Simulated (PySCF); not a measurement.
```xyz
2

Cs    0.0000    0.0000   -2.0666
In    0.0000    0.0000    2.3904
```

Core potentials replace the inner electrons of Cs and In.

Level of theory: PySCF 2.14.0, PBE0/def2-SVPD, non-relativistic Hamiltonian with scalar-relativistic core potentials where named, at a bond length of 4.457 Å.

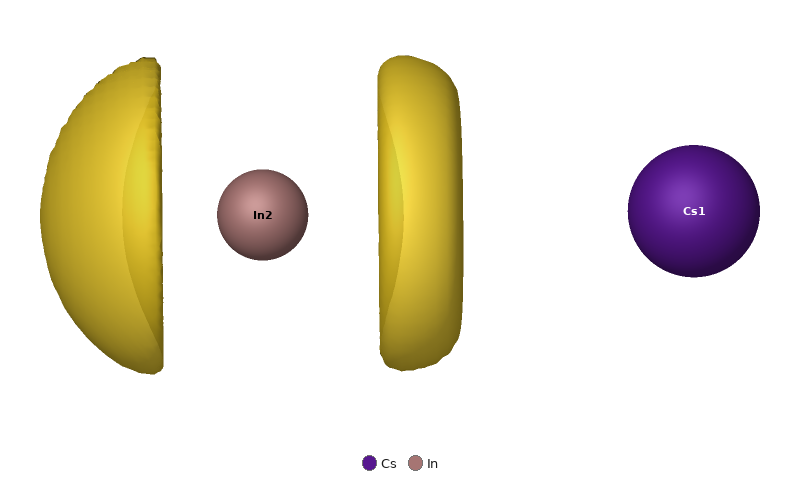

CsIn (charge +1, doublet). Isosurface of the electron localisation function at 0.75 (yellow), seen from one side. Only the valence region is drawn (cores and ρ < 0.01 e/Å³ removed).

Q: What do the ELF domains correspond to?

A: At this value the surface marks out one lobe of the valence shell of In pointing towards Cs (polar bonds) and one lobe on In, pointing away from the bonds (non-bonding electrons). Profiles from the grid: Cs–In (4.46 Å): the ELF peaks at about 0.95 in the valence shell of In, 1.8 Å from its nucleus, and is about 0.45 at the midpoint.
